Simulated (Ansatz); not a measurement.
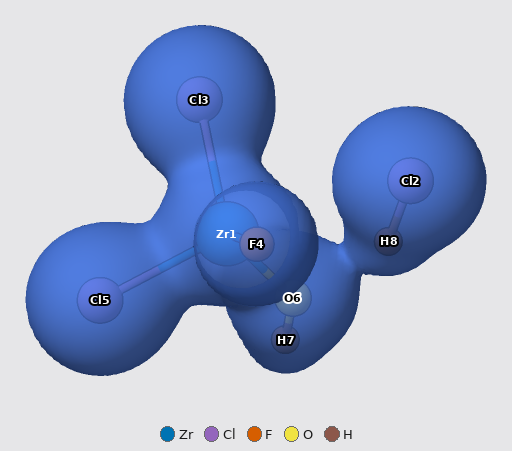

Cl2FHOZr···HCl. Isosurface of the electron density at 0.2 e/Å³ (blue), seen at an oblique angle.

Core potentials replace the inner electrons of Zr.

Method: Ansatz, RKS BLYP-D4/def2-SVP.

```yaml
atoms:
  - { symbol: Zr, position_ang: [0.1366, -0.5008, -0.2466] }
  - { symbol: Cl, position_ang: [0.9768, 0.4132, 2.6515] }
  - { symbol: Cl, position_ang: [2.1464, 0.5533, -0.9378] }
  - { symbol: F, position_ang: [-1.3046, 0.6838, 0.1849] }
  - { symbol: Cl, position_ang: [-0.6197, -1.6360, -2.1783] }
  - { symbol: O, position_ang: [0.4041, -1.9955, 1.0182] }
  - { symbol: H, position_ang: [0.4311, -2.9687, 1.0068] }
  - { symbol: H, position_ang: [0.8588, -0.8921, 2.4457] }
```

**Which contacts does the surface bridge?**

At this value the surface is in one piece. It bridges the sampled O···H (1.86 Å), Zr–F (1.91 Å), Zr–O (1.98 Å) and Zr–Cl (2.36 Å) contacts, where the density stays above the isovalue. On the grid the lowest density along these lines, outside the cores, is 0.23 e/Å³ (O···H, 1.86 Å), 0.87 e/Å³ (Zr–F, 1.91 Å), 0.8 e/Å³ (Zr–O, 1.98 Å) and 0.55 e/Å³ (Zr–Cl, 2.36 Å).
